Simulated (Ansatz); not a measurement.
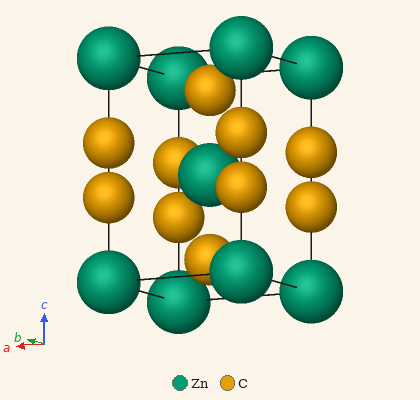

ZnC2, space group I4/mmm (No. 139), a = 3.365 Å, b = 3.365 Å, c = 5.083 Å, α = 90.00°, β = 90.00°, γ = 90.00°. Source: coordinates from a relaxation (final pressure about 31 GPa) with Ansatz, DFT PBE, scalar-relativistic, plane waves, PAW; the starting structure was generated, so it need not be a known form of this composition. Forms under 0.4 % of the area are left out.

> Estimate the growth shape by the BFDH rule (face distance proportional to 1/d, absences counted).

The forms computed, by share of the surface:

```json
{"form": "{101}", "faces": "8", "d (Å)": "2.806", "share of area (%)": "77.4"}
{"form": "{110}", "faces": "4", "d (Å)": "2.380", "share of area (%)": "12.8"}
{"form": "{002}", "faces": "2", "d (Å)": "2.541", "share of area (%)": "9.8"}
```

The crystal is roughly equant (blocky). Widths along a, b and c stand as 1.00 : 1.00 : 0.92.

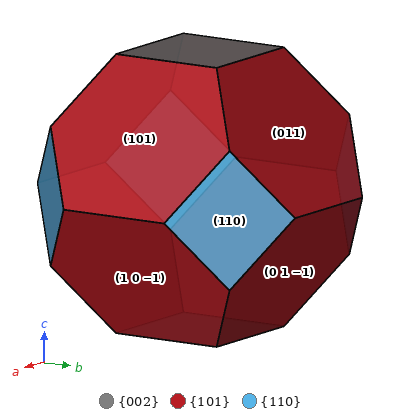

The computed shape, faces indexed. The rule is geometric and ignores bonding and growth conditions.
